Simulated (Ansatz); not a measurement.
**FH5N2SSiZn: two geometries relaxed**

Aim: relax the geometries before and after the inversion of the pyramid at N1, and see whether they are two minima and how far apart in energy. SMILES of the start: N[Si](F)(S)[NH][ZnH].

All numbers below are computed with Ansatz 0.2.0 (RKS PBE/def2-SVP).

## 1. The structure to begin with

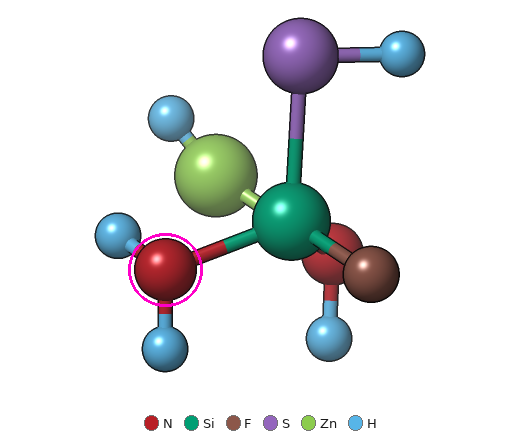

The starting structure, seen from a free direction (nitrogen red, silicon teal, fluorine brown, sulfur purple, zinc green, hydrogen blue). Ringed: N1.

Coordinates:

```xyz
11

N    -0.9054    0.9822    1.0339
Si    0.4645    0.6538    0.0005
F     1.7059    1.6884    0.3979
S     0.0319    0.9507   -2.0676
N     0.9703   -1.0485    0.2451
Zn   -0.8074   -1.9699   -0.3379
H    -0.6478    0.8383    2.0141
H    -1.6530    0.3466    0.7704
H     1.2526    0.5887   -2.4442
H     1.2116   -1.1307    1.2984
H    -1.5579   -1.9567   -0.8899
```

## 2. Relaxing end A

input.yaml reads:

```yaml
crystal:
  periodic: [false, false, false]
  atoms:
    - { symbol: "N", position_ang: [-0.9054, 0.9822, 1.0339] }
    - { symbol: Si, position_ang: [0.4645, 0.6538, 0.0005] }
    - { symbol: F, position_ang: [1.7059, 1.6884, 0.3979] }
    - { symbol: S, position_ang: [0.0319, 0.9507, -2.0676] }
    - { symbol: "N", position_ang: [0.9703, -1.0485, 0.2451] }
    - { symbol: Zn, position_ang: [-0.8074, -1.9699, -0.3379] }
    - { symbol: H, position_ang: [-0.6478, 0.8383, 2.0141] }
    - { symbol: H, position_ang: [-1.653, 0.3466, 0.7704] }
    - { symbol: H, position_ang: [1.2526, 0.5887, -2.4442] }
    - { symbol: H, position_ang: [1.2116, -1.1307, 1.2984] }
    - { symbol: H, position_ang: [-1.5579, -1.9567, -0.8899] }
basis:
  gaussian: { orbitals: def2-SVP }
hamiltonian:
  xc: pbe
relax:
  f_tol: 0.015
  max_steps: 40
```

Started as:

```bash
$ ansatz run input.yaml --threads 2 --pin off --max-ram 3072MiB --backend cpu --events-out ev --progress --plain --runs-dir out
```

What it wrote, cut to the lines that bear on the results:

```text
Warning: RAYON_NUM_THREADS=2 ignored (pool sized by the plan → 2); use --threads N
[...]
Functional definition: PBE
[...]
1541 factors; their error is unknown
[...]
mean field -72867.61710812 eV, -2677.8355372786 hartree, gradient 5.5e-5 eV, S^2 0.000000; 0 other end points of the search recorded, 0 dependent functions left out
[...]
reference -72867.61715656 eV, -2677.8355390585 hartree; 44, 44 occupied and 90, 90 virtual orbitals, 1541 factors
relax step   1: F+E_penalty+E_count = -72867.61710812 eV  Δ(F+E_penalty+E_count) = +0.000e0 eV  max|allowed force component| = 3.251e1 eV/Å  Δτ_max = 0.0000 Å  (31 SCF iters, accepted)
[...]
relax step   4: F+E_penalty+E_count = -72875.37364503 eV  Δ(F+E_penalty+E_count) = -2.573e-1 eV  max|allowed force component| = 2.917e-1 eV/Å  Δτ_max = 0.1944 Å  (28 SCF iters, accepted)
[...]
relax step   7: F+E_penalty+E_count = -72875.59160819 eV  Δ(F+E_penalty+E_count) = -5.418e-2 eV  max|allowed force component| = 1.669e-1 eV/Å  Δτ_max = 0.1948 Å  (30 SCF iters, accepted)
[...]
relax step  10: F+E_penalty+E_count = -72875.69125566 eV  Δ(F+E_penalty+E_count) = -2.454e-2 eV  max|allowed force component| = 4.585e-1 eV/Å  Δτ_max = 0.1991 Å  (28 SCF iters, accepted)
[...]
relax step  13: F+E_penalty+E_count = -72875.77409196 eV  Δ(F+E_penalty+E_count) = -9.965e-3 eV  max|allowed force component| = 1.124e0 eV/Å  Δτ_max = 0.1975 Å  (28 SCF iters, accepted)
[...]
relax step  14: F+E_penalty+E_count = -72875.83901446 eV  Δ(F+E_penalty+E_count) = -6.492e-2 eV  max|allowed force component| = 5.974e-1 eV/Å  Δτ_max = 0.2000 Å  (34 SCF iters, accepted)
[...]
relax step  15: F+E_penalty+E_count = -72875.84801335 eV  Δ(F+E_penalty+E_count) = -8.999e-3 eV  max|allowed force component| = 8.025e-1 eV/Å  Δτ_max = 0.1835 Å  (34 SCF iters, accepted)
[...]
1541 factors; their error is unknown
[...]
```

## 3. More of the same log: end point A relaxed

Output, continued, cut to the lines that bear on the results:

```text
mean field -72875.87602760 eV, -2678.1390469712 hartree, gradient 2.6e-5 eV, S^2 0.000000; 0 other end points of the search recorded, 0 dependent functions left out
[...]
reference -72875.87607757 eV, -2678.1390488076 hartree; 44, 44 occupied and 90, 90 virtual orbitals, 1541 factors
relax step  16: F+E_penalty+E_count = -72875.87602760 eV  Δ(F+E_penalty+E_count) = -2.801e-2 eV  max|allowed force component| = 4.246e-1 eV/Å  Δτ_max = 0.1285 Å  (29 SCF iters, accepted)
[...]
relax step  19: F+E_penalty+E_count = -72875.89895432 eV  Δ(F+E_penalty+E_count) = -1.362e-2 eV  max|allowed force component| = 9.982e-2 eV/Å  Δτ_max = 0.0913 Å  (29 SCF iters, accepted)
[...]
relax step  22: F+E_penalty+E_count = -72875.90650835 eV  Δ(F+E_penalty+E_count) = -8.853e-4 eV  max|allowed force component| = 2.110e-2 eV/Å  Δτ_max = 0.0118 Å  (29 SCF iters, accepted)
[...]
Atom 1 at     0.279127     0.465560     0.313343 Å, force    -0.002571    -0.002327     0.002176 eV/Å
Atom 2 at     1.761224     1.157390     0.127844 Å, force    -0.001743    -0.004421     0.002950 eV/Å
Atom 3 at    -0.535634     0.566147    -1.761283 Å, force    -0.004428    -0.004800     0.003625 eV/Å
Atom 4 at     0.176637    -1.206471     0.542438 Å, force    -0.000468     0.008979    -0.008164 eV/Å
Atom 5 at    -0.145407    -2.095102    -1.085534 Å, force     0.001620     0.002408     0.000304 eV/Å
Atom 6 at    -0.352399     2.434196     1.547016 Å, force     0.000617    -0.000749     0.000220 eV/Å
Atom 7 at    -1.392020     1.141721     1.890648 Å, force     0.002830    -0.001083    -0.001251 eV/Å
Atom 8 at     0.672789     0.847885    -2.324333 Å, force     0.002863     0.001042     0.000878 eV/Å
Atom 9 at     0.433201    -1.640949     1.433839 Å, force     0.001997    -0.001523     0.002766 eV/Å
Atom 10 at    -0.349859    -3.148188    -2.182789 Å, force    -0.000335    -0.001111    -0.000755 eV/Å
Dipole moment:    -0.183070     0.143785     0.327711 e Å
```

Wall time 62 s (2 threads of AMD EPYC 9R14 (Zen 4), shared host); peak memory 0.23 GiB.

The steps of the relaxation:

| step | energy from step 1 (eV) | largest force component (eV/Å) |
| --- | --- | --- |
| 1 | 0.0000 | 32.5112 |
| 2 | -6.0537 | 9.7871 |
| 3 | -7.4993 | 1.9885 |
| 4 | -7.7565 | 0.2917 |
| 5 | -7.8513 | 0.3046 |
| 6 | -7.9203 | 0.1959 |
| 7 | -7.9745 | 0.1669 |
| 8 | -8.0135 | 0.2385 |
| 9 | -8.0496 | 0.1121 |
| 10 | -8.0741 | 0.4585 |
| 11 | -8.0998 | 0.3681 |
| 12 | -8.1470 | 0.2366 |
| 13 | -8.1570 | 1.1245 |
| 14 | -8.2219 | 0.5974 |
| 15 | -8.2309 | 0.8025 |
| 16 | -8.2589 | 0.4246 |
| 17 | -8.2682 | 0.2504 |
| 18x | -8.2626 | 0.6668 |
| 19 | -8.2818 | 0.0998 |
| 20 | -8.2885 | 0.0731 |
| 21x | -8.2870 | 0.1744 |
| 22 | -8.2894 | 0.0211 |
| 23 | -8.2898 | 0.0339 |
| 24 | -8.2903 | 0.0706 |
| 25 | -8.2908 | 0.0408 |
| 26 | -8.2910 | 0.0159 |
| 27 | -8.2911 | 0.0090 |

Step 1 is the start. 2 steps were tried and not accepted (marked x).

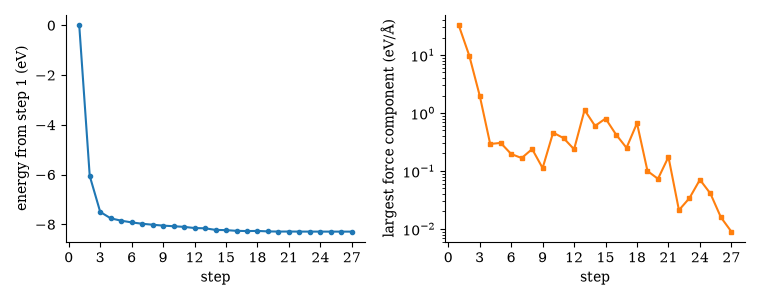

How energy and force went from step to step.

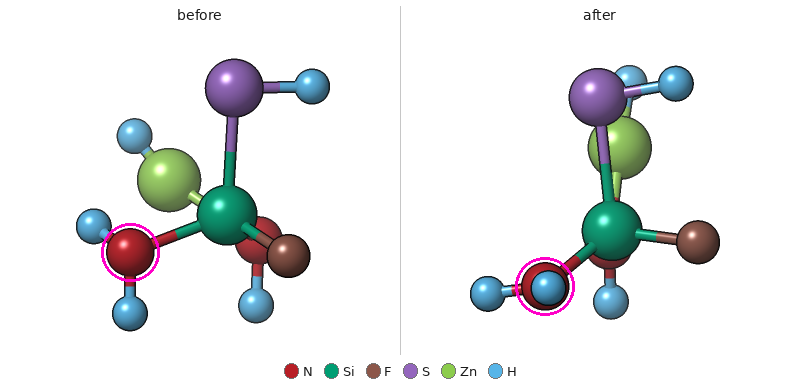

Before and after, at one scale.

After: Bond lengths: N1–Si2 1.717 Å, Si2–F3 1.646 Å, Si2–S4 2.231 Å, Si2–N5 1.691 Å, N5–Zn6 1.882 Å, N1–H7 1.022 Å, N1–H8 1.021 Å, S4–H9 1.363 Å, N5–H10 1.024 Å, Zn6–H11 1.535 Å. Angles: N1–Si2–F3 104.2°, N1–Si2–S4 117.8°, N1–Si2–N5 115.3°, F3–Si2–S4 101.8°, F3–Si2–N5 119.0°, S4–Si2–N5 98.5°, Si2–N1–H7 120.9°, Si2–N1–H8 119.9°, H7–N1–H8 112.0°, Si2–S4–H9 94.0°, Si2–N5–Zn6 111.1°, Si2–N5–H10 121.5°, Zn6–N5–H10 126.5°, N5–Zn6–H11 164.8°.

## 4. Relaxing end B

The second end starts from a geometry with the move made by hand.

input.yaml: that of step 2 with these lines changed.

```diff
@@ -9,4 +9,4 @@
     - { symbol: Zn, position_ang: [-0.8074, -1.9699, -0.3379] }
-    - { symbol: H, position_ang: [-0.6478, 0.8383, 2.0141] }
-    - { symbol: H, position_ang: [-1.653, 0.3466, 0.7704] }
+    - { symbol: H, position_ang: [-0.67623, 1.73153, 1.69256] }
+    - { symbol: H, position_ang: [-1.6821, 1.26109, 0.44121] }
     - { symbol: H, position_ang: [1.2526, 0.5887, -2.4442] }
```

Started as:

```bash
$ ansatz run input.yaml --threads 2 --pin off --max-ram 3072MiB --backend cpu --events-out ev --progress --plain --runs-dir out
```

What it wrote, cut to the lines that bear on the results:

```text
Warning: RAYON_NUM_THREADS=2 ignored (pool sized by the plan → 2); use --threads N
[...]
[... 1 set-up line as earlier in the session ...]
[...]
1541 factors; their error is unknown
[...]
mean field -72867.81067569 eV, -2677.8426507554 hartree, gradient 6.0e-5 eV, S^2 0.000000; 0 other end points of the search recorded, 0 dependent functions left out
[...]
reference -72867.81072570 eV, -2677.8426525934 hartree; 44, 44 occupied and 90, 90 virtual orbitals, 1541 factors
relax step   1: F+E_penalty+E_count = -72867.81067569 eV  Δ(F+E_penalty+E_count) = +0.000e0 eV  max|allowed force component| = 3.236e1 eV/Å  Δτ_max = 0.0000 Å  (31 SCF iters, accepted)
[...]
relax step   4: F+E_penalty+E_count = -72875.46025259 eV  Δ(F+E_penalty+E_count) = -2.515e-1 eV  max|allowed force component| = 3.014e-1 eV/Å  Δτ_max = 0.1944 Å  (28 SCF iters, accepted)
[...]
relax step   7: F+E_penalty+E_count = -72875.62455369 eV  Δ(F+E_penalty+E_count) = -4.206e-2 eV  max|allowed force component| = 2.197e-1 eV/Å  Δτ_max = 0.2000 Å  (29 SCF iters, accepted)
[...]
relax step  10: F+E_penalty+E_count = -72875.70322377 eV  Δ(F+E_penalty+E_count) = -2.591e-2 eV  max|allowed force component| = 6.338e-1 eV/Å  Δτ_max = 0.1281 Å  (29 SCF iters, accepted)
[...]
relax step  13: F+E_penalty+E_count = -72875.79428621 eV  Δ(F+E_penalty+E_count) = +1.207e-2 eV  max|allowed force component| = 1.358e0 eV/Å  Δτ_max = 0.1950 Å  (35 SCF iters, rejected (line search))
[...]
relax step  14: F+E_penalty+E_count = -72875.84736026 eV  Δ(F+E_penalty+E_count) = -4.100e-2 eV  max|allowed force component| = 4.271e-1 eV/Å  Δτ_max = 0.0974 Å  (30 SCF iters, accepted)
[...]
relax step  15: F+E_penalty+E_count = -72875.86839948 eV  Δ(F+E_penalty+E_count) = -2.104e-2 eV  max|allowed force component| = 3.053e-1 eV/Å  Δτ_max = 0.1000 Å  (29 SCF iters, accepted)
[...]
1541 factors; their error is unknown
[...]
```

## 5. The output, continued: end point B relaxed

The log, continued, cut to the lines that bear on the results:

```text
mean field -72875.88982924 eV, -2678.1395541724 hartree, gradient 7.7e-6 eV, S^2 0.000000; 0 other end points of the search recorded, 0 dependent functions left out
[...]
reference -72875.88987927 eV, -2678.1395560108 hartree; 44, 44 occupied and 90, 90 virtual orbitals, 1541 factors
relax step  16: F+E_penalty+E_count = -72875.88982924 eV  Δ(F+E_penalty+E_count) = -2.143e-2 eV  max|allowed force component| = 2.259e-1 eV/Å  Δτ_max = 0.1472 Å  (29 SCF iters, accepted)
[...]
relax step  18: F+E_penalty+E_count = -72875.90288502 eV  Δ(F+E_penalty+E_count) = -4.693e-3 eV  max|allowed force component| = 1.268e-1 eV/Å  Δτ_max = 0.0702 Å  (29 SCF iters, accepted)
[...]
relax step  20: F+E_penalty+E_count = -72875.90700880 eV  Δ(F+E_penalty+E_count) = -1.848e-3 eV  max|allowed force component| = 4.904e-2 eV/Å  Δτ_max = 0.0401 Å  (29 SCF iters, accepted)
[...]
Atom 1 at     0.289902     0.642651     0.217246 Å, force    -0.003013    -0.008487    -0.001742 eV/Å
Atom 2 at     1.821955     1.216241     0.037629 Å, force     0.007487     0.003491    -0.000472 eV/Å
Atom 3 at    -0.425567     0.574964    -1.894620 Å, force    -0.001992    -0.000866    -0.000145 eV/Å
Atom 4 at     0.065912    -0.986667     0.609214 Å, force    -0.000438     0.001602     0.001537 eV/Å
Atom 5 at    -0.239955    -2.019995    -0.934130 Å, force    -0.000496     0.002171    -0.002098 eV/Å
Atom 6 at    -0.261472     2.764707     1.217992 Å, force     0.003843     0.000962    -0.006184 eV/Å
Atom 7 at    -1.397572     1.578749     1.634184 Å, force     0.000792     0.002231     0.000879 eV/Å
Atom 8 at     0.822242     0.724442    -2.421294 Å, force     0.001609     0.000397    -0.001066 eV/Å
Atom 9 at     0.254492    -1.340618     1.551879 Å, force     0.000547     0.000436    -0.001149 eV/Å
Atom 10 at    -0.464398    -3.167544    -1.928067 Å, force     0.000659    -0.000143     0.000614 eV/Å
Dipole moment:    -0.186015     0.189495     0.304695 e Å
```

Run time: 57 s. Hardware: 2 threads of AMD EPYC 9R14 (Zen 4), shared host; peak memory 0.24 GiB.

The steps of the relaxation:

| step | energy from step 1 (eV) | largest force component (eV/Å) |
| --- | --- | --- |
| 1 | 0.0000 | 32.3594 |
| 2 | -6.0003 | 9.4510 |
| 3 | -7.3981 | 2.0239 |
| 4 | -7.6496 | 0.3014 |
| 5 | -7.7193 | 0.3031 |
| 6 | -7.7718 | 0.3105 |
| 7 | -7.8139 | 0.2197 |
| 8 | -7.8435 | 0.3324 |
| 9 | -7.8666 | 0.5127 |
| 10 | -7.8925 | 0.6338 |
| 11 | -7.9572 | 0.4202 |
| 12 | -7.9957 | 0.8286 |
| 13x | -7.9836 | 1.3579 |
| 14 | -8.0367 | 0.4271 |
| 15 | -8.0577 | 0.3053 |
| 16 | -8.0792 | 0.2259 |
| 17 | -8.0875 | 0.2580 |
| 18 | -8.0922 | 0.1268 |
| 19 | -8.0945 | 0.1723 |
| 20 | -8.0963 | 0.0490 |
| 21 | -8.0969 | 0.0246 |
| 22 | -8.0972 | 0.0241 |
| 23 | -8.0974 | 0.0217 |
| 24 | -8.0975 | 0.0164 |
| 25 | -8.0975 | 0.0098 |

Step 1 is the start. 1 step was tried and not accepted (marked x).

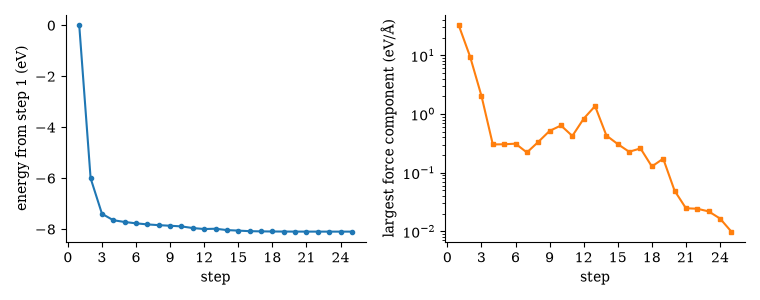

Energy and largest force along the relaxation.

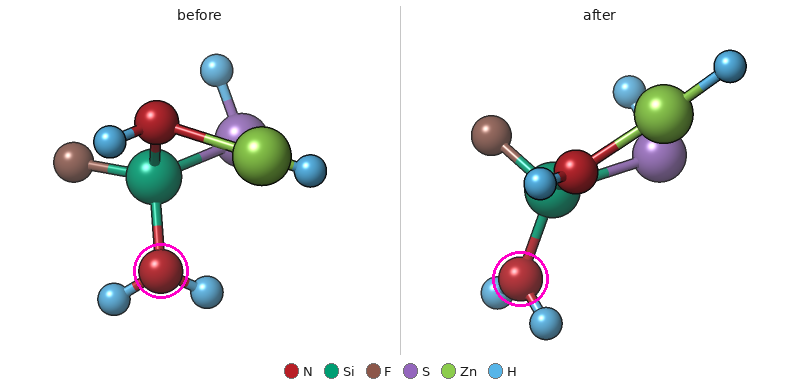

The structure before (left) and after (right), drawn at the same scale.

After: Bond lengths: N1–Si2 1.716 Å, Si2–F3 1.646 Å, Si2–S4 2.231 Å, Si2–N5 1.691 Å, N5–Zn6 1.882 Å, N1–H7 1.022 Å, N1–H8 1.021 Å, S4–H9 1.363 Å, N5–H10 1.024 Å, Zn6–H11 1.535 Å. Angles: N1–Si2–F3 104.2°, N1–Si2–S4 117.8°, N1–Si2–N5 115.4°, F3–Si2–S4 101.9°, F3–Si2–N5 119.0°, S4–Si2–N5 98.5°, Si2–N1–H7 121.2°, Si2–N1–H8 119.8°, H7–N1–H8 112.0°, Si2–S4–H9 93.9°, Si2–N5–Zn6 111.1°, Si2–N5–H10 121.5°, Zn6–N5–H10 126.5°, N5–Zn6–H11 164.9°.

## 6. Results

| quantity | value |
| --- | --- |
| end A | 24 moves, 8.291 eV lower |
| end B | 23 moves, 8.098 eV lower |
| largest difference between the ends | 0.00 Å |
| end B relative to end A | +0.000 eV |

In words: The two relaxations end at one structure, within 0.00 Å: no second minimum was found from this start, which doesn't rule one out.
